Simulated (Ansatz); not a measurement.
**Dissociation curves of GeH2 (SMILES [H][Ge][H])**

The species is GeH2 (3 atoms), meant as a singlet with charge 0. As SMILES, `[H][Ge][H]`. The shape comes from GFN2-xTB, which is rough for such elements, and wasn't checked as a minimum.

```tsv
atom	x (Å)	y (Å)	z (Å)
Ge	0.0046	-0.0091	-0.7810
H	1.0988	-0.0178	0.3984
H	-1.1034	0.0269	0.3826
```

The Ge1–H3 distance is scanned; the parts on either side stay rigid. Basis STO-3G, 9 core orbitals frozen in the correlated methods; program Ansatz 0.2.0. FCI is exact within this basis and core. Energies in eV from each method's value at 1.607 Å; methods without a U are spin-restricted. The shape above is that at 1.607 Å.

```csv
distance (Å),HF,BHLYP,wB97X,wB97M-V,HSE06,B2PLYP,CCSD(T),FCI
1.607,0.00,0.00,0.00,0.00,0.00,0.00,0.00,0.00
2.009,1.70,1.56,1.59,1.56,1.47,1.45,1.22,1.22
2.411,3.96,3.52,3.58,3.47,3.29,3.23,2.67,2.67
3.214,7.48,6.46,6.68,6.45,5.94,5.51,3.95,3.96
4.018,9.12,7.76,8.16,7.90,7.03,5.72,4.08,4.11
```

Departure from the FCI curve at its largest: HF +5.01 eV at 4.02 Å; BHLYP +3.65 eV at 4.02 Å; wB97X +4.06 eV at 4.02 Å; wB97M-V +3.80 eV at 4.02 Å; HSE06 +2.92 eV at 4.02 Å; B2PLYP +1.61 eV at 4.02 Å; CCSD(T) -0.03 eV at 4.02 Å. Restricted functionals keep the electrons paired too, and rise too high. Restricted Hartree–Fock keeps the electrons paired, so it rises far too high as the bond breaks.

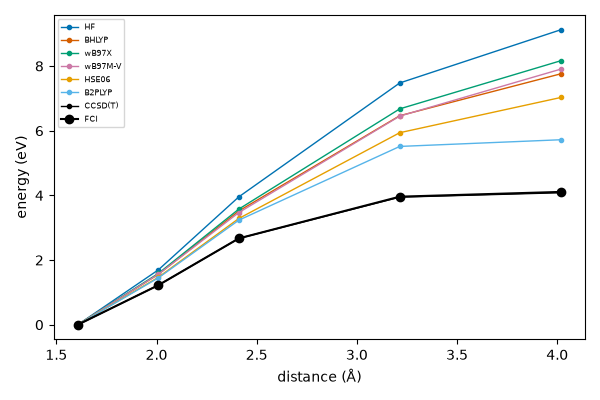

The curves of the table.
